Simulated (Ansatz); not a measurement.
**MnRh: how the settings move a relaxation**

How sensitive is a relaxation of MnRh to its settings? A reference run comes first, then two runs with altered input.

Program: Ansatz 0.2.0. Level of theory: reference: DFT, LDA, all-electron LAPW, scalar-relativistic. These are calculated values, not measurements.

## (1) The starting structure

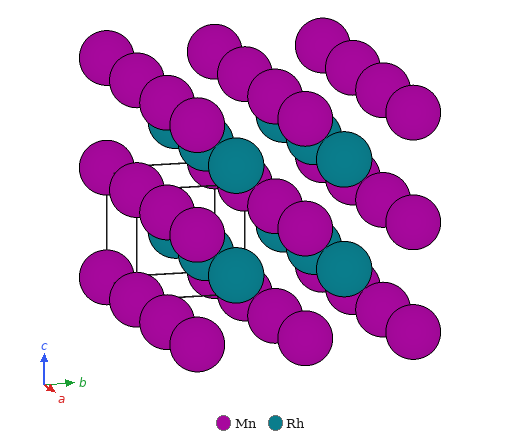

Start, viewed slightly off an axis; manganese purple, rhodium blue. 3×2×2 cells are drawn. Atoms on the faces are drawn again on the opposite ones.

Structure file:

```
Mn Rh
1.0
     3.08406    0.00000    0.00000
     0.00000    3.08406    0.00000
     0.00000    0.00000    3.08406
Mn Rh
1 1
Direct
  0.00000 0.00000 0.00000
  0.50000 0.50000 0.50000
```

## (2) The reference run

Contents of input.yaml:

```yaml
crystal:
  lattice:
    - [3.0840572252, 0.0, 0.0]
    - [0.0, 3.0840572252, 0.0]
    - [0.0, 0.0, 3.0840572252]
  atoms:
    - { symbol: Mn, position: [0.0, 0.0, 0.0], spin: 4.0 }
    - { symbol: Rh, position: [0.5, 0.5, 0.5] }
magnetization:
  spin_polarized: true
kpoints:
  mp_grid: { grid: [11, 11, 11] }
scf:
  occupations: { method: fermi_dirac, width: 0.05 }
hamiltonian:
  xc: lda
  pseudopotentials: { kind: all_electron, lapw: { basis_error: 0.001 } }
output:
  forces: true
  stress: true
relax:
  f_tol: 0.005
  max_steps: 80
  cell: {}
```

Command:

```console
$ ansatz run input.yaml --threads 1 --pin off --max-ram 3072MiB --backend cpu --events-out ev --progress --plain --runs-dir out
```

The main lines of its log:

```text
[...]
Basis set: ecut = 287.7788821051174 eV, 341 PW (Γ), exchange–correlation at level 2
[...]
Magnetic group: BNS 221.92 (UNI 1594), of the structure as read, at distance tolerance 3.1e-5 Å
k-points: 56 of 1331
[...]
SCF iter   1: F=—  HF=-161534.431830 eV  |F-HF|=—  |Δ(HF+E_count)|=         —  Δρ=4.61e-2 (↑2.27e-2 ↓4.61e-2)  dr2=2.01e0  dr2_m=4.37e-2  M=3.872 μB ∫|m|=3.883 μB  β_m=0.30  ethr=4.79e-3  ⟨swp⟩=2.0  Hψ=20766  notcnv=0
[...]
preconditioner: auto → Kerker (q_TF=auto, 2.896 Å⁻¹)  [metal: Δε(μ)=0.008 eV  Ē_g=8.336 eV  σ=0.050 eV  W_gap=0.04  n_scr=18 (ndim 8)  ℏωp=27.4 eV  f_vac=0.000  D(μ)=2.12/eV (n_scr^D=26)]
[...]
SCF iter   2: F=—  HF=-161533.573186 eV  |F-HF|=—  |Δ(HF+E_count)|=   8.59e-1  Δρ=1.85e-2 (↑1.85e-2 ↓9.00e-3)  dr2=3.25e-1  dr2_m=1.33e-2  M=4.084 μB ∫|m|=4.095 μB  β_m=0.26  ethr=4.79e-3  ⟨swp⟩=2.0  Hψ=8963  notcnv=0
[...]
relax step   1: F+E_penalty+E_count = -161533.48893635 eV  Δ(F+E_penalty+E_count) = +0.000e0 eV  max|allowed force component| = 2.827e-30 eV/Å  Δτ_max = 0.0000 Å  P = -21.673 GPa  Ω = 29.334 Å³  (12 SCF iters, accepted)
[...]
Basis set: ecut = 318.03109289297936 eV, 341 PW (Γ), exchange–correlation at level 2
[...]
relax step   2: F+E_penalty+E_count = -161533.75545282 eV  Δ(F+E_penalty+E_count) = -2.665e-1 eV  max|allowed force component| = 9.203e-31 eV/Å  Δτ_max = 0.0000 Å  P = +4.784 GPa  Ω = 25.249 Å³  (9 SCF iters, accepted)
[...]
Basis set: ecut = 312.67291595361087 eV, 341 PW (Γ), exchange–correlation at level 2
[...]
relax step   3: F+E_penalty+E_count = -161533.76219473 eV  Δ(F+E_penalty+E_count) = -6.742e-3 eV  max|allowed force component| = 2.367e-30 eV/Å  Δτ_max = 0.0000 Å  P = -1.295 GPa  Ω = 25.901 Å³  (8 SCF iters, accepted)
[...]
Basis set: ecut = 313.85669134332704 eV, 341 PW (Γ), exchange–correlation at level 2
[...]
relax step   4: F+E_penalty+E_count = -161533.76280026 eV  Δ(F+E_penalty+E_count) = -6.055e-4 eV  max|allowed force component| = 1.972e-30 eV/Å  Δτ_max = 0.0000 Å  P = -0.021 GPa  Ω = 25.755 Å³  (7 SCF iters, accepted)
[...]
SCF iter   2: F=—  HF=-161533.762801 eV  |F-HF|=—  |Δ(HF+E_count)|=   1.48e-8  Δρ=4.50e-7 (↑4.50e-7 ↓4.16e-7)  dr2=7.24e-11  dr2_m=1.77e-11  M=3.938 μB ∫|m|=3.959 μB  β_m=0.54  ethr=3.55e-12 (applied; sched 1.00e-12)  ⟨swp⟩=2.0  Hψ=15877  notcnv=0
[...]
relax step   5: F+E_penalty+E_count = -161533.76280063 eV  Δ(F+E_penalty+E_count) = -3.718e-7 eV  max|allowed force component| = 3.944e-31 eV/Å  Δτ_max = 0.0000 Å  P = -0.022 GPa  Ω = 25.755 Å³  stress off target by 2.15e-2 GPa  SCF on the basis re-selected at
[...]
SCF converged after 3 iterations
Magnetization: 3.9385 μB (22.9693 up, 19.0307 down)
[...]
Free energy (F): -161533.762801 eV
[...]
E sigma→0 (E₀):  -161533.756131 eV
[...]
Fermi energy:    21.596644 eV
[...]
  P = ⅓ Tr σ = -0.0215 GPa (-0.215 kbar)
--- Relaxed structure (4 steps of the walk, 4 accepted, 1 SCFs on fresh bases) ---
[...]
```

It took 2.2 min on 1 thread of Arm Neoverse V1, shared host.

## (3) Changing settings: mp_grid.grid [16, 16, 16], xc_grid 4

Edit input.yaml of step 2 so:

```diff
@@ -11,3 +11,3 @@
 kpoints:
-  mp_grid: { grid: [11, 11, 11] }
+  mp_grid: { grid: [16, 16, 16] }
 scf:
@@ -24 +24,3 @@
   cell: {}
+basis:
+  xc_grid: 4
```

Command:

```console
$ ansatz run input.yaml --threads 1 --pin off --max-ram 3072MiB --backend cpu --events-out ev --progress --plain --runs-dir out
```

The program printed (excerpt; [...] marks lines left out):

```text
LAPW: plane waves up to 8.691 Å⁻¹, error target 1.0e-3 eV per atom; small_component_spin mean_spin; Mn in spheres of 1.271 Å, 15 of its electrons in bands, Dirac shells []; Rh in spheres of 1.320 Å, 27 of its electrons in bands, Dirac shells []
[...]
Pseudopotentials: kind: all_electron
Pseudopotential: Mn, LAPW, valence charge 15, Koelling and Harmon's equation, gaussian nucleus
Pseudopotential: Rh, LAPW, valence charge 27, Koelling and Harmon's equation, gaussian nucleus
Functional definition: SPW92
[...]
Crystal: 2 atoms, lattice volume = 29.334 Å³
Basis set: ecut = 287.7788821051174 eV, 341 PW (Γ), exchange–correlation at level 4
Bands: 28, of which v1, the nominal top of the filled ones, is band 21 counted from 1 (20 counted from 0)
Symmetry: 48 space group operations
Space group: Pm-3m (ITA 221), of the structure as read, at distance tolerance 3.1e-5 Å
Magnetic group: BNS 221.92 (UNI 1594), of the structure as read, at distance tolerance 3.1e-5 Å
k-points: 165 of 4096
[...]
Starting moments: Σ|m| = 4 μB on 1 of 2 sites
[...]
SCF iter   1: F=—  HF=-161534.428724 eV  |F-HF|=—  |Δ(HF+E_count)|=         —  Δρ=4.61e-2 (↑2.27e-2 ↓4.61e-2)  dr2=2.02e0  dr2_m=4.34e-2  M=3.877 μB ∫|m|=3.888 μB  β_m=0.30  ethr=4.80e-3  ⟨swp⟩=2.0  Hψ=61159  notcnv=0
[...]
spin=Collinear: Kerker preconditioning applied to the charge; magnetization (m = ρ↑ − ρ↓) channel mixes plain (no charge-response kernel on spin).
[...]
SCF converged after 3 iterations
Magnetization: 3.9555 μB (22.9777 up, 19.0223 down)
Absolute magnetization: 3.9746 μB (∫|ρ↑−ρ↓|)
Spin contamination: 0.0720 ħ² per cell (⟨S²⟩ above its minimum at these occupations)
Per-site moments (μB) at R_I (Å): [(3.238886826237783, 1.2168261500996127), (0.6288226160624149, 1.2641969446870056)]
Free energy (F): -161533.765753 eV
[...]
E sigma→0 (E₀):  -161533.759615 eV
Entropy (-TS):   -0.012277 eV (-6.139 meV/atom)
Fermi energy:    21.585017 eV
[...]
--- Forces (eV/Å), atoms counted from 1 ---
  atom   1  Mn     0.00000000     0.00000000    -0.00000000
  atom   2  Rh     0.00000000    -0.00000000     0.00000000
[...]
--- Stress (GPa, compression-positive) ---
       -0.016322       0.000000      -0.000000
        0.000000      -0.016322       0.000000
       -0.000000       0.000000      -0.016322
  P = ⅓ Tr σ = -0.0163 GPa (-0.163 kbar)
--- Relaxed structure (4 steps of the walk, 4 accepted, 1 SCFs on fresh bases) ---
  F+E_penalty+E_count = -161533.76575321 eV   max|allowed force component| = 6.574e-31 eV/Å   (the final SCF, on the basis selected at the relaxed cell)
  cell:  # Å, volume = 25.7623 Å³
    - [2.953442006155555, 1.8456828633711008e-33, -2.0864241064195054e-34]
    - [1.7172875337452852e-33, 2.953442006155555, -1.2839532962581572e-34]
    - [-3.3703774026776623e-34, -1.2839532962581572e-34, 2.953442006155555]
  atoms:
    - { symbol: Mn, position: [-1.6652781741750845e-34, 3.902995720723038e-36, -1.561198288289182e-35] }
    - { symbol: Rh, position: [0.5, 0.5, 0.5] }
```

Run time: 6.2 min. Hardware: 1 thread of Arm Neoverse V1, shared host.

Changing the k-point mesh and numerical grids moves the energy by -1.5 meV/atom. Of the settings changed, the mesh is the one that moves energies this far. Cost: 6.2 min against 2.2 min.

## (4) Changing settings: occupations.method gaussian, occupations.width 0.15, f_tol 0.05, max_displacement 0.1, xc_grid 3

Edit input.yaml of step 2 so:

```diff
@@ -13,3 +13,3 @@
 scf:
-  occupations: { method: fermi_dirac, width: 0.05 }
+  occupations: { method: gaussian, width: 0.15 }
 hamiltonian:
@@ -21,4 +21,7 @@
 relax:
-  f_tol: 0.005
+  f_tol: 0.05
   max_steps: 80
   cell: {}
+  max_displacement: 0.1
+basis:
+  xc_grid: 3
```

Command:

```console
$ ansatz run input.yaml --threads 1 --pin off --max-ram 3072MiB --backend cpu --events-out ev --progress --plain --runs-dir out
```

The program printed (excerpt; [...] marks lines left out):

```text
LAPW: plane waves up to 8.691 Å⁻¹, error target 1.0e-3 eV per atom; small_component_spin mean_spin; Mn in spheres of 1.271 Å, 15 of its electrons in bands, Dirac shells []; Rh in spheres of 1.320 Å, 27 of its electrons in bands, Dirac shells []
[...]
[... 4 set-up lines as earlier in the session ...]
[...]
Crystal: 2 atoms, lattice volume = 29.334 Å³
Basis set: ecut = 287.7788821051174 eV, 341 PW (Γ), exchange–correlation at level 3
Bands: 28, of which v1, the nominal top of the filled ones, is band 21 counted from 1 (20 counted from 0)
[... 2 set-up lines as earlier in the session ...]
[...]
Fermi energy:    21.593361 eV
[...]
--- Forces (eV/Å), atoms counted from 1 ---
  atom   1  Mn     0.00000000    -0.00000000     0.00000000
  atom   2  Rh     0.00000000     0.00000000     0.00000000
[...]
--- Stress (GPa, compression-positive) ---
       -0.001994      -0.000000      -0.000000
       -0.000000      -0.001994      -0.000000
       -0.000000      -0.000000      -0.001994
  P = ⅓ Tr σ = -0.0020 GPa (-0.020 kbar)
--- Relaxed structure (5 steps of the walk, 5 accepted, 1 SCFs on fresh bases) ---
  F+E_penalty+E_count = -161533.76527625 eV   max|allowed force component| = 6.574e-31 eV/Å   (the final SCF, on the basis selected at the relaxed cell)
  cell:  # Å, volume = 25.7560 Å³
    - [2.9531999928475483, 7.683658007294907e-34, -1.0913603018194337e-33]
    - [1.217749454419846e-33, 2.9531999928475483, 1.2839532962581572e-34]
    - [-1.0913603018194337e-33, 0.0, 2.9531999928475483]
  atoms:
    - { symbol: Mn, position: [-1.0407988588590627e-35, 3.902995720722927e-36, 5.203994294296718e-36] }
    - { symbol: Rh, position: [0.5, 0.5, 0.5] }
```

Run time: 2.4 min. Hardware: 1 thread of Arm Neoverse V1, shared host.

Changing the smearing, convergence setting, walk settings and numerical grids hardly moves the energy: -0.1 meV/atom.

## (5) Side by side

```tsv
run	ending	energy change	pressure (GPa)	abs. moment (μB)	force (eV/Å)	cycles	time
reference	converged	0	0.0	3.96	0.00	39	2.2 min
1: mp_grid.grid [16, 16, 16], xc_grid 4	converged	-1.5 meV/atom	0.0	3.97	0.00	39	6.2 min
2: occupations.method gaussian, occupations.width 0.15, f_tol 0.05, max_displacement 0.1, xc_grid 3	converged	-0.1 meV/atom (σ→0)	0.0	3.96	0.00	-	2.4 min
```

What this shows: Of the variants the dearest is «mp_grid.grid [16, 16, 16], xc_grid 4» (6.2 min), the cheapest «occupations.method gaussian, occupations.width 0.15, f_tol 0.05, max_displacement 0.1, xc_grid 3» (2.4 min), on a shared host.
